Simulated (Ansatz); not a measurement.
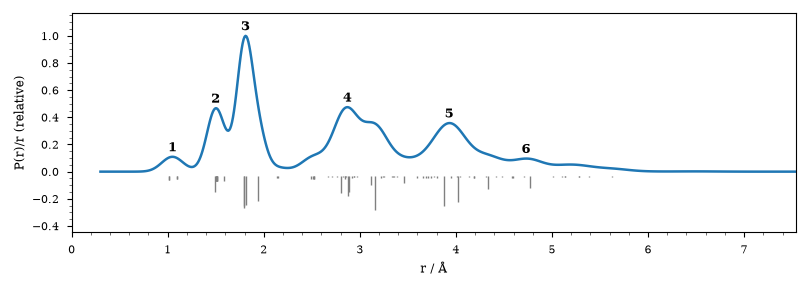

Simulated gas electron diffraction: radial distribution curve of CH11AlN2Si2. Each pair of atoms contributes with weight ZᵢZⱼ/r (bars below the curve); damping constant 0.002 Å²; vibrational amplitudes assumed, not computed: 0.05 Å for bonds, 0.078 Å for bonds to H, 0.06 + 0.015 r up to 0.15 Å for other pairs. The geometry is the end point of an optimisation (RKS B3LYP/6-31G in Ansatz 0.2.0); it may be a saddle point or a higher isomer. SMILES: [NH2][AlH][N]([SiH3])C[SiH3].

Which pairs of atoms lie under the numbered peaks? Mark bonded pairs by – and others by ···.

Answer. Peak 1, 1.05 Å: N–H 1.01 Å (×2), C–H 1.10 Å (×2), not resolved
Peak 2, 1.50 Å: N–C 1.49 Å, Si–H 1.50–1.51 Å (×6), Al–H 1.59 Å, not resolved
Peak 3, 1.81 Å: Si–N 1.79 Å, Al–N 1.80–1.82 Å (×2), Si–C 1.94 Å, not resolved
Peak 4, 2.87 Å: N···H 2.67–2.97 Å (×6), Si···C 2.80 Å, Si···N 2.87 Å, Al···C 2.88 Å, N···N 3.11 Å, not resolved; in its flanks Si···Al 3.16 Å, N···C 3.46 Å
Peak 5, 3.93 Å: Si···H 3.66–3.95 Å (×4), Al···H 3.74–4.19 Å (×4), Si···Si 3.88 Å, Si···Al 4.02 Å, not resolved; in its flanks Si···N 4.33 Å
Peak 6, 4.73 Å: Si···H 4.59 Å (×2), Al···H 4.71 Å, Si···N 4.77 Å, not resolved
